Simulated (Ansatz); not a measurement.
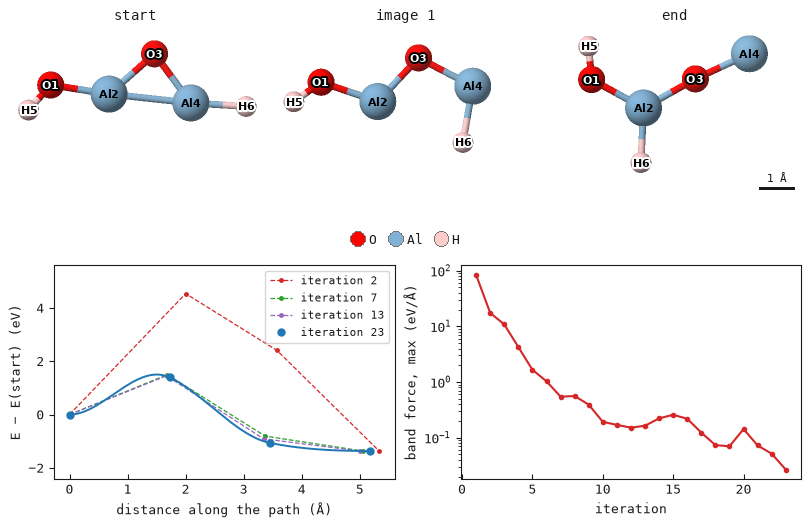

A search for the minimum-energy path of Al$_{2}$H$_{2}$O$_{2}$ by the nudged elastic band. Images are numbered from 0 (start) to 3 (end). The plot follows the band through its iterations. Style: ball-and-stick. Shown face on.

Theory: RKS PBE-D4/def2-SVP in Ansatz.

Input
```yaml
crystal:
  periodic: [false, false, false]
  atoms:
    - { symbol: O, position_ang: [0.169403, -1.026539, -2.071915] }
    - { symbol: Al, position_ang: [-0.043666, -0.220565, -0.576338] }
    - { symbol: O, position_ang: [0.931393, -0.289939, 0.888117] }
    - { symbol: Al, position_ang: [-0.248442, 0.849421, 1.543648] }
    - { symbol: H, position_ang: [-0.437944, -0.912915, -2.820702] }
    - { symbol: H, position_ang: [-0.328544, 1.536538, 2.99099] }
basis:
  gaussian: { orbitals: def2-SVP }
hamiltonian:
  xc: pbe
  dispersion: d4
neb:
  order_check: false
  images: 2
  f_tol: 0.05
  max_iterations: 60
  climbing: false
  final_atoms:
    - { symbol: O, position_ang: [-0.66238113, -0.22594213, -1.61652931] }
    - { symbol: Al, position_ang: [-0.49535913, 0.35241741, -0.01137158] }
    - { symbol: O, position_ang: [0.80208121, -0.14335501, 1.00886818] }
    - { symbol: Al, position_ang: [2.0506804, -0.56353494, 2.12790463] }
    - { symbol: H, position_ang: [-0.04792197, -0.85153953, -2.03057465] }
    - { symbol: H, position_ang: [-1.60489938, 1.36795519, 0.47550274] }
  initial_path:
    images:
      - { positions_ang: [[0.169403, -1.026539, -2.071915], [-0.043666, -0.220565, -0.576338], [0.931393, -0.289939, 0.888117], [-0.248442, 0.849421, 1.543648], [-0.437944, -0.912915, -2.820702], [-0.328544, 1.536538, 2.99099]] }
      - { positions_ang: [[-0.32763728, -0.95642123, -1.75552816], [0.08384496, -0.47013183, -0.17448472], [1.29986882, -0.21799035, 1.08353283], [0.1731571, 1.0004374, 1.70844733], [-0.40460621, -0.35511271, -2.37603994], [-0.78242739, 0.93521973, 1.46787266]] }
      - { positions_ang: [[-0.60489865, -0.68955561, -1.60373293], [-0.06671942, -0.27913769, 0.01383741], [1.25676489, -0.16912902, 1.12378322], [0.93953123, 0.52945209, 1.90319955], [-0.27459887, -0.33465422, -2.11266416], [-1.20787918, 0.87902546, 0.62937691]] }
      - { positions_ang: [[-0.66238113, -0.22594213, -1.61652931], [-0.49535913, 0.35241741, -0.01137158], [0.80208121, -0.14335501, 1.00886818], [2.0506804, -0.56353494, 2.12790463], [-0.04792197, -0.85153953, -2.03057465], [-1.60489938, 1.36795519, 0.47550274]] }
```

Launched with:
```bash
ansatz run input.yaml --threads 1 --pin off --max-ram 2048MiB --backend cpu --events-out ev --progress --plain --runs-dir out
```

Q: How did the profile develop, and is the result final?

A: The run is converged, with reservations. The band converged in 23 iterations. The largest component of the band force went from 84 to 0.027 eV/Å. No image climbed, so the highest image needn't lie on the saddle point, and the true maximum along this path can be higher. So few images resolve the path coarsely. The first iteration put the highest image at 22.95 eV. Forward barrier 1.39 eV, backward barrier 2.76 eV, with image 1 at the top; the reaction energy is −1.37 eV.

Cost: 3.4 min on 1 thread of Intel(R) Xeon(R) Processor @ 2.50GHz (Skylake/Cascade Lake), with other jobs on the host, peak memory 0.14 GiB.
